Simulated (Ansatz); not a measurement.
## SnSe2 (model cell, started as rutile): from the cell to its phonons

Wanted: phonon frequencies of SnSe2 (model cell, started as rutile) and what follows from them.

Main program and level: Ansatz 0.2.0; DFT r2SCAN, scalar-relativistic, plane waves, PAW.

The structure was built from a prototype and need not be the compound's stable phase.

## Step 1: The structure

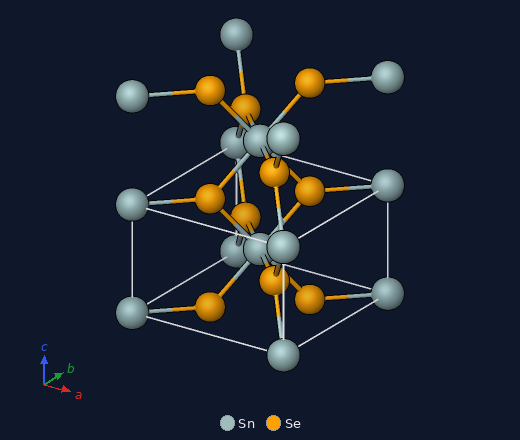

The cell as given, from a free direction (tin teal, selenium orange). 1×1×2 cells are drawn. Some periodic images of atoms are drawn too.

## Step 2: Relaxation, k-mesh 6×6×8, smearing width 0.02 eV

Harmonic phonons are second derivatives at a point where the forces vanish, and they are wanted at zero stress, so atoms and cell are relaxed first.

Input file input.yaml:

```yaml
crystal:
  lattice:
    - [6.2211, 0.0, 0.0]
    - [0.0, 6.2211, 0.0]
    - [0.0, 0.0, 4.01261]
  atoms:
    - { symbol: Sn, position: [0.0, 0.0, 0.0] }
    - { symbol: Sn, position: [0.5, 0.5, 0.5] }
    - { symbol: Se, position: [0.305, 0.305, 0.0] }
    - { symbol: Se, position: [0.695, 0.695, 0.0] }
    - { symbol: Se, position: [0.805, 0.195, 0.5] }
    - { symbol: Se, position: [0.195, 0.805, 0.5] }
kpoints:
  mp_grid: { grid: [6, 6, 8] }
hamiltonian:
  xc: r2scan
scf:
  occupations: { method: gaussian, width: 0.02 }
output:
  forces: true
  stress: true
  eigenvalues: true
  write_density: true
  write_potential: true
  elf: true
  volumetric_format: npy
relax:
  adjacent_minimum: "off"
  f_tol: 0.005
  max_steps: 80
  cell: { stress_tol: 0.05 }
```

The run is started by

```console
$ ansatz run input.yaml --threads 8 --pin off --max-ram 14336MiB --backend cpu --events-out ev --progress --plain --runs-dir out
```

Numbers of over 12 decimals in the logs are rounded to 6 here.

The program printed:

```text
Engine: ansatz 0.2.0, aarch64-unknown-linux-gnu
Pseudopotentials: kind: paw
Pseudopotential: Sn, paw, valence charge 14, recommended cutoff 500 eV (meta_gga), Sn.paw.azcp
Pseudopotential: Se, paw, valence charge 16, recommended cutoff 500 eV (meta_gga), Se.paw.azcp
Functional definition: r2SCAN
  parameter k0 = 0.174
  parameter k1 = 0.065
  parameter a1 = 4.9479
  exchange = r2scan_x(k0 = k0, k1 = k1, a1 = a1)
  correlation = r2scan_c
Crystal: 6 atoms, lattice volume = 155.296 Å³
Basis set: ecut = 500 eV, 4011 PW (Γ), exchange–correlation on 192×192×120 points (64 copies of the dense FFT grid, shifted against one another)
Bands: 56, of which v1, the nominal top of the filled ones, is band 46 counted from 1 (45 counted from 0)
Symmetry: 16 space group operations
Space group: P42/mnm (ITA 136), of the structure as read, at distance tolerance 5.4e-5 Å
k-points: 50 of 288
Non-local potential: Sn, projectors of the file, l = 0: 2, l = 1: 2, l = 2: 2, l = 3: 2
Non-local potential: Se, projectors of the file, l = 0: 2, l = 1: 2, l = 2: 3, l = 3: 1
PAW form: soft (Blöchl's): semilocal exchange-correlation on the pseudo side does not see the compensation charge
PAW frozen core: Sn, regenerated for the run's functional (the file was generated under x = pbe(κ = 0.804, μ = 0.219515), c = pbe(β = 0.066725))
PAW frozen core: Se, regenerated for the run's functional (the file was generated under x = pbe(κ = 0.804, μ = 0.219515), c = pbe(β = 0.066725))
PAW one-centre angular grid: Sn, 590 points (default); XC on 249 of its mesh's 2787 points in the sphere
PAW one-centre angular grid: Se, 590 points (default); XC on 160 Gauss nodes
Initial density: superposition of atomic densities (neutral atoms: chi_scale 0, normalization atom), corrected by the library's trained network
Initial wavefunctions: pseudopotential atomic-orbital guess
Functional: x = r2scan, c = r2scan; τ floored in thin density (d = 2e-4 eV/Å³)
SCF iter   1: F=—  HF=-33990.907951 eV  |F-HF|=—  |Δ(HF+E_count)|=         —  Δρ=6.87e-3  dr2=8.51e-2  dr2_τ=1.92e-2  ethr=1.77e-3  ⟨swp⟩=6.5  Hψ=10827  notcnv=0  defer=15
preconditioner: auto → LDOS  [insulator: Δε(μ)=0.061 eV  Ē_g=10.816 eV  σ=0.020 eV  W_gap=0.50  n_scr=38 (ndim 8)  ℏωp=16.9 eV  f_vac=0.083  D(μ)=1.57/eV (n_scr^D=4)  ε∞_Penn≈3.4  β→1.0]
SCF iter   2: F=—  HF=-33990.960919 eV  |F-HF|=—  |Δ(HF+E_count)|=   5.30e-2  Δρ=4.23e-3  dr2=5.89e-2  dr2_τ=1.70e-3  ethr=9.25e-5  ⟨swp⟩=3.0  Hψ=6188  notcnv=0  defer=180
SCF iter   3: F=—  HF=-33990.935536 eV  |F-HF|=—  |Δ(HF+E_count)|=   2.54e-2  Δρ=8.32e-4  dr2=2.14e-3  dr2_τ=4.43e-5  ethr=6.40e-5  ⟨swp⟩=3.0  Hψ=5553  notcnv=0  defer=180
SCF iter   4: F=—  HF=-33990.934905 eV  |F-HF|=—  |Δ(HF+E_count)|=   6.30e-4  Δρ=1.76e-4  dr2=3.72e-5  dr2_τ=1.07e-6  ethr=2.33e-6  ⟨swp⟩=2.0  Hψ=4240  notcnv=0  defer=180
SCF iter   5: F=—  HF=-33990.934907 eV  |F-HF|=—  |Δ(HF+E_count)|=   1.50e-6  Δρ=3.99e-5  dr2=2.53e-6  dr2_τ=1.21e-7  ethr=4.04e-8  ⟨swp⟩=2.0  Hψ=4906  notcnv=0  defer=180
SCF iter   6: F=—  HF=-33990.934908 eV  |F-HF|=—  |Δ(HF+E_count)|=   1.23e-6  Δρ=1.14e-5  dr2=1.82e-7  dr2_τ=4.74e-9  ethr=2.75e-9  ⟨swp⟩=2.0  Hψ=3921  notcnv=0  defer=180
SCF iter   7: F=-33990.934908 eV  HF=-33990.934908 eV  |F-HF|=4.26e-9  |Δ(HF+E_count)|=   8.18e-8  Δρ=3.70e-6  dr2=2.83e-8  dr2_τ=4.99e-10  ethr=1.09e-10  ⟨swp⟩=14.1  Hψ=19451  notcnv=0
SCF 1 converged in 7 iterations: F = -33990.934908 eV  dr2 = 2.83e-8
  greatest PAW one-centre occupation: 1.000 electrons in one spin orbital (limit 2), on the Se atom at site 3 (counted from 0), in its partial waves of l = 2
relax step   1: F+E_penalty+E_count = -33990.93490800 eV  Δ(F+E_penalty+E_count) = +0.000e0 eV  max|allowed force component| = 4.678e-2 eV/Å  Δτ_max = 0.0000 Å  P = +4.227 GPa  Ω = 155.296 Å³  (7 SCF iters, dr2 threshold 1.00e-7 eV, accepted)
Crystal: 6 atoms, lattice volume = 173.917 Å³
Basis set: ecut = 500 eV, 4411 PW (Γ), exchange–correlation on 192×192×120 points (64 copies of the dense FFT grid, shifted against one another)
Initial density: handed on by an earlier stage of this run
Initial wavefunctions: those handed on with the density
iter 1 solved again at ethr=4.69e-5 eV; its pass at ethr=3.10e-3 eV (dr2=4.32e-2 eV) is discarded
SCF iter   1: F=—  HF=-33990.532314 eV  |F-HF|=—  |Δ(HF+E_count)|=         —  Δρ=3.97e-3  dr2=4.20e-2  dr2_τ=1.14e-1  ethr=4.69e-5  ⟨swp⟩=3.0  Hψ=15564  notcnv=0
preconditioner: auto → LDOS  [insulator: Δε(μ)=0.037 eV  Ē_g=10.141 eV  σ=0.020 eV  W_gap=0.80  n_scr=38 (ndim 8)  ℏωp=15.9 eV  f_vac=0.132  D(μ)=0.93/eV (n_scr^D=4)  ε∞_Penn≈3.5  β→1.0]
SCF iter   2: F=—  HF=-33991.018001 eV  |F-HF|=—  |Δ(HF+E_count)|=   4.86e-1  Δρ=3.79e-3  dr2=6.22e-2  dr2_τ=5.86e-4  ethr=4.57e-5  ⟨swp⟩=4.6  Hψ=6072  notcnv=0
preconditioner: auto → Resta (q_TF=auto, 2.454 Å⁻¹)  ε∞=3.5  [insulator: Δε(μ)=0.143 eV  Ē_g=10.133 eV  σ=0.020 eV  W_gap=1.00  n_scr=38 (ndim 8)  ℏωp=15.9 eV  f_vac=0.117  D(μ)=0.00/eV (n_scr^D=0)  ε∞_Penn≈3.5  β→0.5]
SCF iter   3: F=—  HF=-33990.998559 eV  |F-HF|=—  |Δ(HF+E_count)|=   1.94e-2  Δρ=2.08e-3  dr2=1.01e-2  dr2_τ=3.72e-5  ethr=4.57e-5  ⟨swp⟩=3.0  Hψ=5172  notcnv=0  defer=185
SCF iter   4: F=—  HF=-33990.998821 eV  |F-HF|=—  |Δ(HF+E_count)|=   2.62e-4  Δρ=1.12e-3  dr2=4.29e-3  dr2_τ=1.91e-4  ethr=1.10e-5  ⟨swp⟩=3.0  Hψ=4019  notcnv=0  defer=185
SCF iter   5: F=—  HF=-33990.998049 eV  |F-HF|=—  |Δ(HF+E_count)|=   7.72e-4  Δρ=6.07e-4  dr2=1.19e-3  dr2_τ=5.83e-6  ethr=4.66e-6  ⟨swp⟩=2.5  Hψ=4219  notcnv=0  defer=185
SCF iter   6: F=—  HF=-33990.997829 eV  |F-HF|=—  |Δ(HF+E_count)|=   2.20e-4  Δρ=3.01e-4  dr2=2.63e-4  dr2_τ=2.61e-6  ethr=1.29e-6  ⟨swp⟩=2.0  Hψ=3876  notcnv=0  defer=185
SCF iter   7: F=—  HF=-33990.997766 eV  |F-HF|=—  |Δ(HF+E_count)|=   6.25e-5  Δρ=2.96e-5  dr2=3.47e-6  dr2_τ=9.23e-8  ethr=2.85e-7  ⟨swp⟩=2.0  Hψ=3381  notcnv=0  defer=185
SCF iter   8: F=-33990.997766 eV  HF=-33990.997766 eV  |F-HF|=6.47e-8  |Δ(HF+E_count)|=   5.32e-7  Δρ=4.97e-6  dr2=7.97e-8  dr2_τ=7.11e-10  ethr=6.52e-10  ⟨swp⟩=12.8  Hψ=23535  notcnv=0
SCF 2 converged in 8 iterations: F = -33990.997766 eV  dr2 = 7.97e-8
  greatest PAW one-centre occupation: 1.000 electrons in one spin orbital (limit 2), on the Se atom at site 5 (counted from 0), in its partial waves of l = 2
relax step   2: F+E_penalty+E_count = -33990.99776569 eV  Δ(F+E_penalty+E_count) = -6.286e-2 eV  max|allowed force component| = 2.140e-1 eV/Å  Δτ_max = 0.0075 Å  P = -2.668 GPa  Ω = 173.917 Å³  energy of the carried Pulay correction = -7.641e-4 eV  (8 SCF iters, dr2 threshold 6.00e-7 eV, accepted)
Crystal: 6 atoms, lattice volume = 167.005 Å³
Basis set: ecut = 500 eV, 4243 PW (Γ), exchange–correlation on 192×192×120 points (64 copies of the dense FFT grid, shifted against one another)
iter 1 solved again at ethr=6.30e-6 eV; its pass at ethr=3.10e-3 eV (dr2=5.79e-3 eV) is discarded
SCF iter   1: F=—  HF=-33991.024576 eV  |F-HF|=—  |Δ(HF+E_count)|=         —  Δρ=1.50e-3  dr2=5.33e-3  dr2_τ=1.54e-2  ethr=6.30e-6  ⟨swp⟩=3.7  Hψ=14001  notcnv=0
preconditioner: auto → LDOS  [insulator: Δε(μ)=0.029 eV  Ē_g=10.401 eV  σ=0.020 eV  W_gap=0.68  n_scr=38 (ndim 8)  ℏωp=16.3 eV  f_vac=0.105  D(μ)=1.28/eV (n_scr^D=4)  ε∞_Penn≈3.4  β→1.0]
SCF iter   2: F=—  HF=-33991.075175 eV  |F-HF|=—  |Δ(HF+E_count)|=   5.06e-2  Δρ=1.20e-3  dr2=6.15e-3  dr2_τ=4.22e-5  ethr=5.80e-6  ⟨swp⟩=3.4  Hψ=5904  notcnv=0
SCF iter   3: F=—  HF=-33991.073284 eV  |F-HF|=—  |Δ(HF+E_count)|=   1.89e-3  Δρ=5.10e-4  dr2=6.08e-4  dr2_τ=2.42e-6  ethr=5.80e-6  ⟨swp⟩=2.0  Hψ=4601  notcnv=0
SCF iter   4: F=—  HF=-33991.073303 eV  |F-HF|=—  |Δ(HF+E_count)|=   1.90e-5  Δρ=2.37e-4  dr2=1.19e-4  dr2_τ=3.62e-6  ethr=6.61e-7  ⟨swp⟩=2.0  Hψ=3601  notcnv=0
SCF iter   5: F=—  HF=-33991.073269 eV  |F-HF|=—  |Δ(HF+E_count)|=   3.42e-5  Δρ=4.13e-5  dr2=4.56e-6  dr2_τ=4.84e-8  ethr=1.30e-7  ⟨swp⟩=3.0  Hψ=5128  notcnv=0
SCF iter   6: F=-33991.073269 eV  HF=-33991.073269 eV  |F-HF|=3.92e-8  |Δ(HF+E_count)|=   2.37e-7  Δρ=7.53e-6  dr2=4.72e-8  dr2_τ=2.27e-9  ethr=6.52e-10  ⟨swp⟩=8.3  Hψ=20685  notcnv=0
SCF 3 converged in 6 iterations: F = -33991.073269 eV  dr2 = 4.72e-8
relax step   3: F+E_penalty+E_count = -33991.07326876 eV  Δ(F+E_penalty+E_count) = -7.550e-2 eV  max|allowed force component| = 3.657e-2 eV/Å  Δτ_max = 0.0145 Å  P = -0.430 GPa  Ω = 167.005 Å³  energy of the carried Pulay correction = -4.907e-4 eV  (6 SCF iters, dr2 threshold 6.00e-7 eV, accepted)
[...]
relax step   4: F+E_penalty+E_count = -33991.07635817 eV  Δ(F+E_penalty+E_count) = -3.089e-3 eV  max|allowed force component| = 3.404e-2 eV/Å  Δτ_max = 0.0005 Å  P = -0.273 GPa  Ω = 166.665 Å³  energy of the carried Pulay correction = -4.770e-4 eV  (4 SCF iters, dr2 threshold 6.00e-7 eV, accepted)
[...]
relax step   5: F+E_penalty+E_count = -33991.08257112 eV  Δ(F+E_penalty+E_count) = -6.213e-3 eV  max|allowed force component| = 1.857e-2 eV/Å  Δτ_max = 0.0092 Å  P = +0.252 GPa  Ω = 166.177 Å³  energy of the carried Pulay correction = -4.572e-4 eV  (6 SCF iters, dr2 threshold 6.00e-7 eV, accepted)
[...]
relax step   6: F+E_penalty+E_count = -33991.08301163 eV  Δ(F+E_penalty+E_count) = -4.405e-4 eV  max|allowed force component| = 1.160e-2 eV/Å  Δτ_max = 0.0030 Å  P = +0.045 GPa  Ω = 166.605 Å³  energy of the carried Pulay correction = -4.745e-4 eV  (4 SCF iters, dr2 threshold 1.94e-7 eV, accepted)
[...]
relax step   7: F+E_penalty+E_count = -33991.08311153 eV  Δ(F+E_penalty+E_count) = -9.990e-5 eV  max|allowed force component| = 6.228e-4 eV/Å  Δτ_max = 0.0020 Å  P = +0.007 GPa  Ω = 166.839 Å³  energy of the carried Pulay correction = -4.840e-4 eV  (5 SCF iters, dr2 threshold 8.41e-9 eV, accepted)
Initial wavefunctions: pseudopotential atomic-orbital guess (no wavefunctions were taken with the density)
iter 1 solved again at ethr=2.32e-7 eV; its pass at ethr=3.10e-3 eV (dr2=2.13e-4 eV) is discarded
SCF iter   1: F=—  HF=-33991.080828 eV  |F-HF|=—  |Δ(HF+E_count)|=         —  Δρ=3.08e-4  dr2=3.41e-6  dr2_τ=1.00e-6  ethr=2.32e-7  ⟨swp⟩=3.6  Hψ=17990  notcnv=0
preconditioner: auto → LDOS  [insulator: Δε(μ)=0.090 eV  Ē_g=10.440 eV  σ=0.020 eV  W_gap=0.50  n_scr=38 (ndim 8)  ℏωp=16.3 eV  f_vac=0.109  D(μ)=1.57/eV (n_scr^D=4)  ε∞_Penn≈3.4  β→1.0]
SCF iter   2: F=—  HF=-33991.083861 eV  |F-HF|=—  |Δ(HF+E_count)|=   3.03e-3  Δρ=1.32e-5  dr2=4.10e-7  dr2_τ=1.47e-8  ethr=3.70e-9  ⟨swp⟩=3.4  Hψ=5566  notcnv=0
SCF iter   3: F=—  HF=-33991.083861 eV  |F-HF|=—  |Δ(HF+E_count)|=   5.21e-9  Δρ=4.34e-6  dr2=4.51e-8  dr2_τ=3.44e-9  ethr=4.46e-10  ⟨swp⟩=2.1  Hψ=4110  notcnv=0
SCF iter   4: F=—  HF=-33991.083861 eV  |F-HF|=—  |Δ(HF+E_count)|=   8.20e-8  Δρ=2.72e-6  dr2=2.58e-8  dr2_τ=3.08e-10  ethr=4.90e-11  ⟨swp⟩=2.0  Hψ=4101  notcnv=0
SCF iter   5: F=—  HF=-33991.083861 eV  |F-HF|=—  |Δ(HF+E_count)|=   6.97e-9  Δρ=3.59e-7  dr2=1.82e-10  dr2_τ=1.08e-11  ethr=2.80e-11  ⟨swp⟩=2.0  Hψ=4101  notcnv=0
SCF iter   6: F=-33991.083861 eV  HF=-33991.083861 eV  |F-HF|=2.91e-11  |Δ(HF+E_count)|=  3.93e-10  Δρ=1.13e-7  dr2=2.42e-11  dr2_τ=1.70e-12  ethr=1.00e-12  ⟨swp⟩=6.1  Hψ=12856  notcnv=0
SCF 8 converged in 6 iterations: F = -33991.083861 eV  dr2 = 2.42e-11
relax step   8: F+E_penalty+E_count = -33991.08386105 eV  Δ(F+E_penalty+E_count) = -7.495e-4 eV  max|allowed force component| = 6.501e-4 eV/Å  Δτ_max = 0.0000 Å  P = +0.012 GPa  Ω = 166.839 Å³  stress off target by 1.26e-2 GPa  SCF on the basis re-selected at this cell (its energy is not comparable with the rows above)  (6 SCF iters)
basis re-selected at this cell: Δ(F+E_penalty+E_count) = -7.495e-4 eV, ΔP = +0.005 GPa vs the last step (what re-selecting the basis moved, of the pressure what is left beyond the Pulay correction that the steps carried, after the strain that the cell walked since its last selection, with what the two solves' SCF thresholds leave and, on support functions, any second-order correction that the steps lacked; it is no m [...]
SCF converged after 6 iterations
Free energy (F): -33991.083861 eV
Harris-Foulkes:  -33991.083861 eV  (|F-HF|=2.91e-11)
Internal energy: -33991.083547 eV  (E = F + TS)
E sigma→0 (E₀):  -33991.083704 eV
Entropy (-TS):   -0.000314 eV (-0.052 meV/atom)
Fermi energy:    7.180228 eV
--- Per-component energies (eV) ---
  E_band       = -1892.566584
  E_kinetic    = 847.194630
  E_local      = -12449.566948  (includes V_loc(G=0)·N_el)
  E_nonlocal   = -2444.749521
  E_hartree    = 6331.027284
  E_xc         = -1138.453599
  E_vxc        = -626.383339  (∫ρ·V_xc dr)
  E_paw        = -16027.980290  (= ΣΔE_a)
  E_vpaw       = 85.461271  (= ΣTr[D̂ρ^β])
  E_aug_tail   = -0.000838  (compensation charges beyond the density's cutoff)
  E_vtau       = 33.423071  (kinetic-family band-sum trace: ∫τ·v_τ [+ j·A + Jᵃ·Aᵃ] dr)
  E_ewald      = -9102.965825
  E_core_change = -5.588441  (= ΣΔE_core)
  E_smearing   = -0.000314  (= −TS)
  E_closure    = 0.000000  (closes the sum)
  Σ components = -33991.083861   (vs F -33991.083861, Δ=0.00e0)
--- Forces (eV/Å), atoms counted from 1 ---
  atom   1  Sn    -0.00000000    -0.00000000     0.00000000
  atom   2  Sn     0.00000000     0.00000000     0.00000000
  atom   3  Se     0.00065009     0.00065009     0.00000000
  atom   4  Se    -0.00065009    -0.00065009     0.00000000
  atom   5  Se     0.00065009    -0.00065009     0.00000000
  atom   6  Se    -0.00065009     0.00065009     0.00000000
  max |Σ_I F_I| component: 5.20e-18 eV/Å
--- Stress (GPa, compression-positive) ---
        0.011514       0.000000       0.000000
        0.000000       0.011514       0.000000
        0.000000       0.000000       0.012602
  P = ⅓ Tr σ = 0.0119 GPa (0.119 kbar)
--- Band table (eV; the first three rows and the last of 50) ---
  k-point 0: bands = [... 42 lower, 6.0979, 6.0979, 6.7525, 6.7525, 7.4763, 8.7830, 10.0513, 10.0513, ... 6 higher]
  k-point 1: bands = [... 42 lower, 5.3321, 6.7948, 6.7948, 7.0812, 7.3523, 9.3784, 10.7848, 10.7848, ... 6 higher]
  k-point 2: bands = [... 42 lower, 4.6244, 6.5725, 6.5725, 6.9818, 7.6615, 9.8279, 11.5023, 11.7601, ... 6 higher]
  k-point 49: bands = [... 42 lower, 6.1472, 6.1472, 6.4269, 6.4269, 7.6896, 7.6896, 11.9561, 11.9561, ... 6 higher]
--- Relaxed structure (7 steps of the walk, 7 accepted, 1 SCFs on fresh bases) ---
  F+E_penalty+E_count = -33991.08386105 eV   max|allowed force component| = 6.501e-4 eV/Å   (the final SCF, on the basis selected at the relaxed cell)
  cell:  # Å, volume = 166.8392 Å³
    - [6.477763, 0, 0.0]
    - [0, 6.477763, 0.0]
    - [0.0, 0.0, 3.976014]
  atoms:
    - { symbol: Sn, position: [0, 1.0456692602454836e-19, 0.0] }
    - { symbol: Sn, position: [0.500000, 0.500000, 0.500000] }
    - { symbol: Se, position: [0.306790, 0.306790, 0.0] }
    - { symbol: Se, position: [0.693210, 0.693210, 0.0] }
    - { symbol: Se, position: [0.806790, 0.193210, 0.500000] }
    - { symbol: Se, position: [0.193210, 0.806790, 0.500000] }
```

Elapsed: 57 s, on 8 threads of Arm Neoverse V2, shared host; peak memory 1.4 GiB; 7.4 min of CPU time.

Step by step:

```csv
step,energy less that of the first step (eV),largest force component (eV/Å),pressure (GPa),volume (Å³)
1,0.0000,0.0468,4.23,155.30
2,-0.0629,0.2140,-2.67,173.92
3,-0.1384,0.0366,-0.43,167.01
4,-0.1414,0.0340,-0.27,166.67
5,-0.1477,0.0186,0.25,166.18
6,-0.1481,0.0116,0.04,166.60
7,-0.1482,0.0006,0.01,166.84
8*,-0.1490,0.0006,0.01,166.84
```

Relaxation steps marked * repeat the geometry before them on a plane-wave basis chosen anew for their cell, so energy and pressure can jump there.

Forces are held to the 16 operations that the run works with; a distortion that breaks them can't arise in this run.

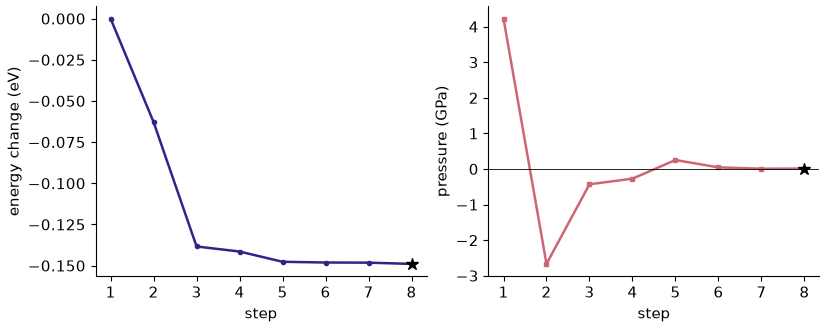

Energy and pressure along the relaxation. Stars mark steps on a basis chosen anew.

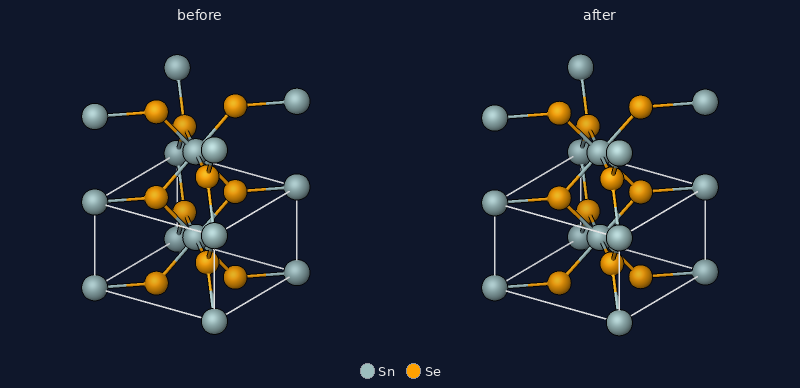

The structure before and after the relaxation, drawn at the same scale.

```csv
"conventional cell, symmetrised",before,after,change
a (Å),6.221,6.478,+4.1 %
b (Å),6.221,6.478,+4.1 %
c (Å),4.013,3.976,-0.9 %
volume (Å³/atom),25.88,27.81,+7.4 %
```

The atoms that moved most (Å, as changes of fractional coordinates times the final cell):

```csv
atom,dx,dy,dz,length
Se4,-0.012,-0.012,0.000,0.016
Se5,0.012,-0.012,0.000,0.016
Se6,-0.012,0.012,0.000,0.016
Se3,0.012,0.012,0.000,0.016
```

Numbers from this step:

* pressure: 0.01188 GPa
* volume per atom: 27.81 Å³
* gap on the k-mesh: 0 eV

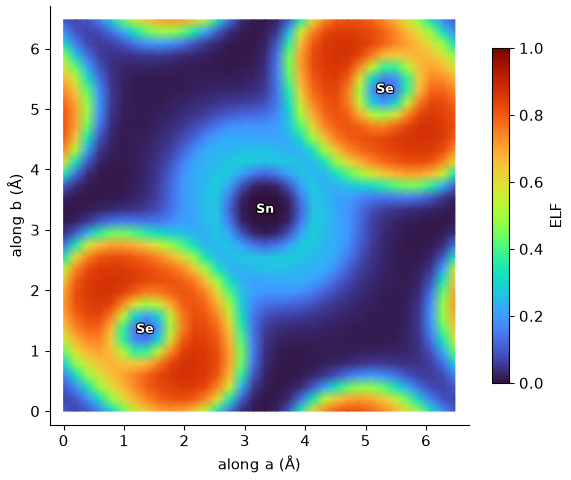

ELF in the ab plane at fractional z = 0.000, with atoms of Sn and Se within 0.2 Å of it. It is the smooth field of the valence electrons, not physical close to the nuclei. The map starts off the cell's origin, so that atoms lie inside it.

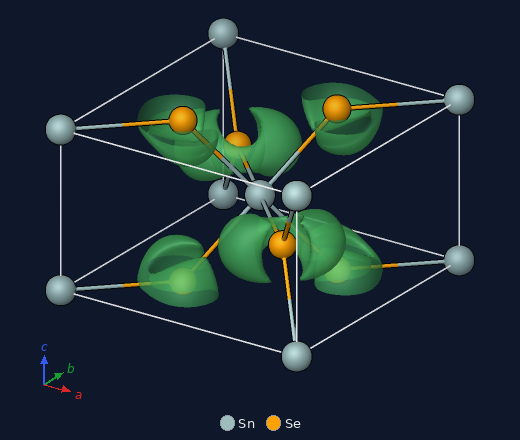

Surface of ELF = 0.79.

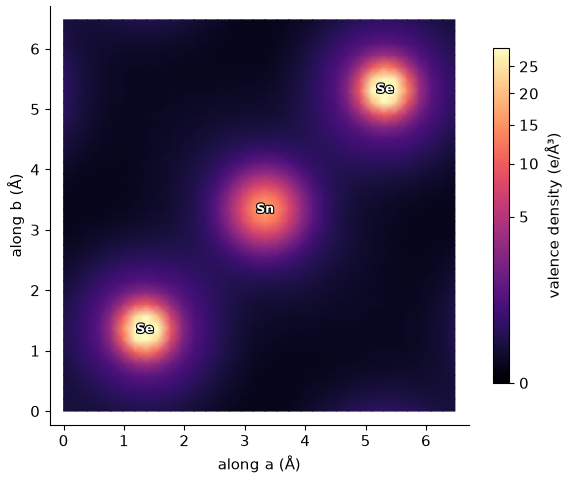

Valence density in the ab plane at fractional z = 0.000, with atoms of Sn and Se within 0.2 Å of it. It is the smooth field of the valence electrons, not physical close to the nuclei. The map starts off the cell's origin, so that atoms lie inside it. The colour scale is stretched toward low values.

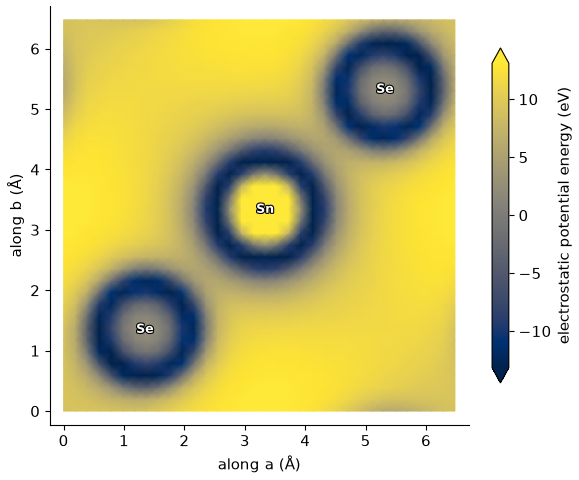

Electrostatic potential energy in the ab plane at fractional z = 0.000, with atoms of Sn and Se within 0.2 Å of it. With pseudopotentials it is smooth inside the atoms' cores, unlike the true potential. The map starts off the cell's origin, so that atoms lie inside it.

In this step the volume went from 25.88 to 27.81 Å³/atom.

(Part 1 of 2 ends here.)

[Logs are printed without paths, hosts, clocks, repeated set-up lines and the standing remarks that a program may print on its own settings, such as how far it seeks lower states.]

[Hosts, paths, dates, database ids (printed as entryN), source tags and the programs' standing remarks are cut or masked in the printed files.]
